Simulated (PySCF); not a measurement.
Consider H6HfNO3 (charge +1).

Input file:

```
mol = gto.M(atom='''
Hf     0.06760    -0.11483     0.16997
O      1.09592     1.16297     1.12826
H      1.68393     1.66362     1.69848
O     -1.25036    -1.03974     1.17824
H     -1.77810    -1.58391     1.76710
O      1.03067    -1.16989    -1.08221
H      1.59828    -1.77391    -1.56667
N     -1.19254     1.22312    -1.20874
H     -1.80922     1.86467    -0.69759
H     -0.61932     1.81768    -1.81809
H     -1.80536     0.69230    -1.83795''',
    basis={'Hf': 'def2-SVP', 'O': 'def2-SVP', 'H': 'def2-SVP', 'N': 'def2-SVP'},
    ecp={'Hf': 'def2-SVP'},
    charge=1, spin=0)
mf = dft.RKS(mol, xc='PBE0')
mf.grids.atom_grid = (75, 302)  # f atoms: at least (60, 302), unpruned
mf = mf.density_fit()  # Hf def2-universal-JKFIT, O def2-universal-JKFIT, H def2-universal-JKFIT, N def2-universal-JKFIT
mf.conv_tol = 1e-09; mf.max_cycle = 55
mf.kernel(dm0)
```

Launched as:

```sh
OMP_NUM_THREADS=2 python run.py
```

Core potentials replace the inner electrons of Hf.

Theory: RKS PBE0, Hf def2-SVP with ECP60, O def2-SVP, H def2-SVP, N def2-SVP; non-relativistic Hamiltonian with scalar-relativistic core potentials where named; density fitting (PySCF).

Q: What will maps of the electron density and electron localisation function show?

A: Hf–O (1.90 Å): ρ is about 0.91 e/Å³ halfway; the ELF peaks at about 0.75 in the valence shell of O, 0.6 Å from its nucleus, and drops to about 0.20 between the two atoms.
Hf–N (2.30 Å): ρ is about 0.44 e/Å³ halfway; the ELF peaks at about 0.95 in the valence shell of N, 0.7 Å from its nucleus, and is about 0.20 at the midpoint.
O–H (0.96 Å): the density is about 3.7 e/Å³ at the midpoint; the ELF climbs to about 1 towards the hydrogen, as it does in any bond to H: a covalent bond by its length.
N–H (1.03 Å): the density is about 2.8 e/Å³ at the midpoint; the ELF climbs to about 1 towards the hydrogen; a covalent bond by its length.

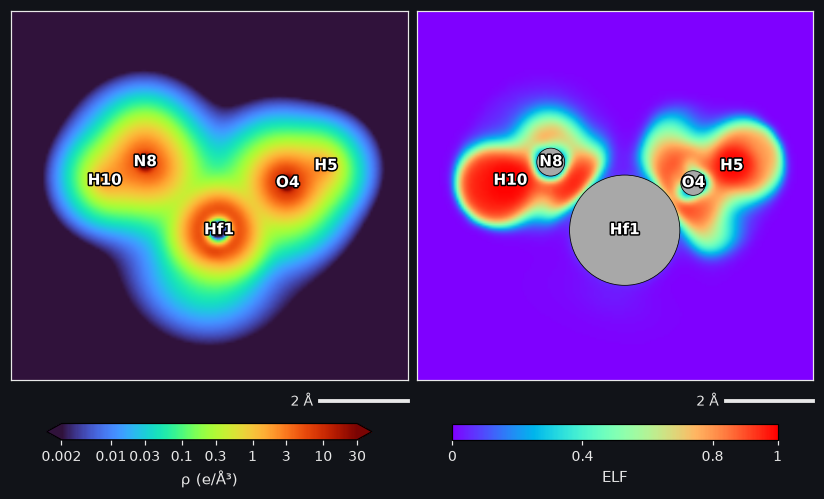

Computed electron density and electron localisation function on the plane of atoms Hf1, O4 and H5, in this order. Grey discs cover the atomic cores in the ELF map. 
